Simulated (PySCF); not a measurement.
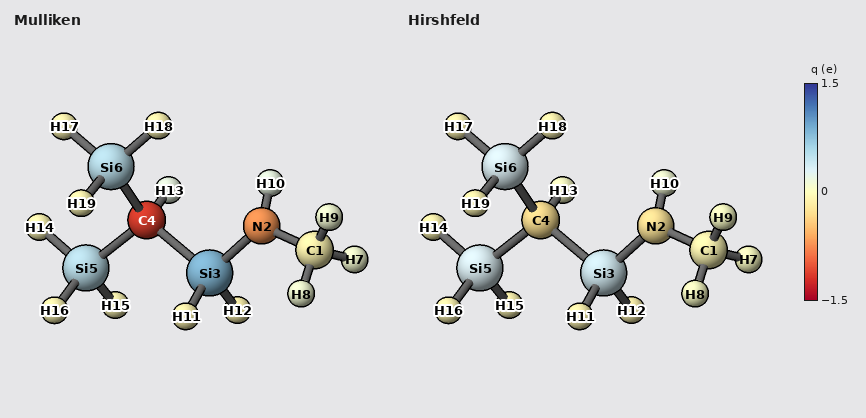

Atomic charges of one calculation by 2 schemes, on one colour scale. Computed geometry: GFN2-xTB optimisation. No frequency run is at hand to confirm it as a minimum. Level of theory: PBE0/pcSseg-1 (PySCF 2.14.0).

> Which scheme gives the most polar picture (largest mean size of the charges)?

The Mulliken charges are the largest in size here.

> On which atom do the schemes disagree most?

On C4 (from −1.12 to −0.28 e).

List the charges (e), one line for each set of equivalent atoms.

| atom | Mulliken | Hirshfeld |
| --- | --- | --- |
| C1 | −0.09 | −0.07 |
| N2 | −0.70 | −0.24 |
| Si3 | 0.80 | 0.35 |
| C4 | −1.12 | −0.28 |
| Si5 | 0.48 | 0.30 |
| Si6 | 0.50 | 0.30 |
| H7 | 0.10 | 0.03 |
| H8 | 0.11 | 0.05 |
| H9 | 0.11 | 0.04 |
| H10 | 0.19 | 0.11 |
| H11 | −0.08 | −0.08 |
| H12 | −0.10 | −0.10 |
| H13 | 0.20 | 0.04 |
| H14 | −0.07 | −0.08 |
| H15 | −0.07 | −0.08 |
| H16 | −0.06 | −0.08 |
| H17 | −0.08 | −0.08 |
| H18 | −0.07 | −0.08 |
| H19 | −0.06 | −0.07 |

The geometry is semi-empirical. Around Si such bond lengths and angles can be off by a tenth of an ångström or more and by several degrees, and values that hang on the shape move with them.
